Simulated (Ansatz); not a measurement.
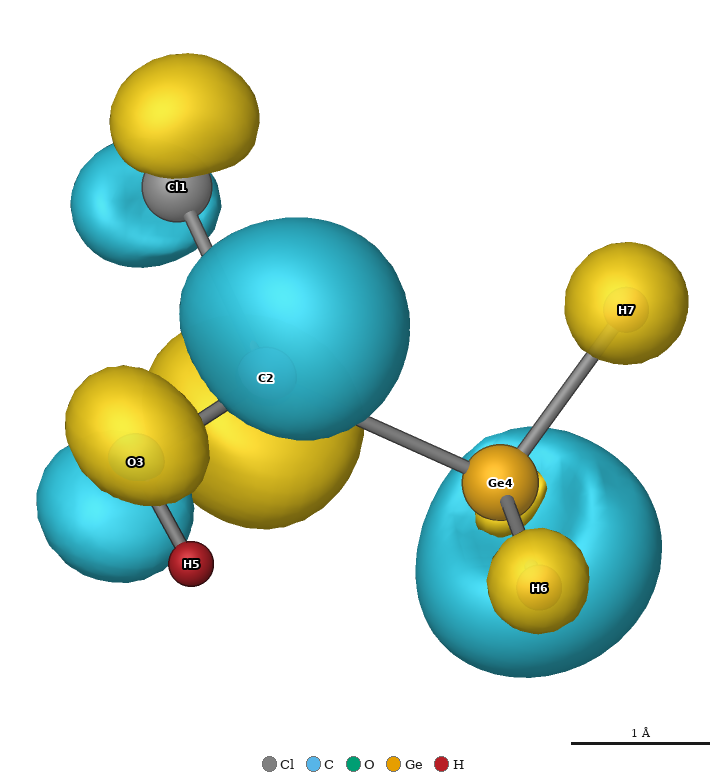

The picture shows: CH₃ClGeO. The LUMO at ±0.15 Å⁻³ᐟ² (yellow and cyan are the two phases), seen at a tilt.

All numbers below come from Ansatz, UKS B3LYP-D4/def2-SVP.

```yaml
atoms:
  - { symbol: Cl, position_ang: [0.7285, -1.1830, 1.6063] }
  - { symbol: C, position_ang: [-0.0089, -0.7047, 0.1162] }
  - { symbol: O, position_ang: [-0.4086, -1.7673, -0.5583] }
  - { symbol: Ge, position_ang: [-0.6022, 1.1076, -0.1893] }
  - { symbol: H, position_ang: [-0.7659, -1.4713, -1.4141] }
  - { symbol: H, position_ang: [-0.6154, 1.0559, -1.7612] }
  - { symbol: H, position_ang: [0.6682, 1.9134, 0.2025] }
```

Question: Where does this orbital lie, and at what energy?

Answer: It lies mainly on C2 (about 40 %), Ge4 (about 30 %), O3 (about 15 %) and Cl1 (about 10 %). Its energy is −2.38 eV.
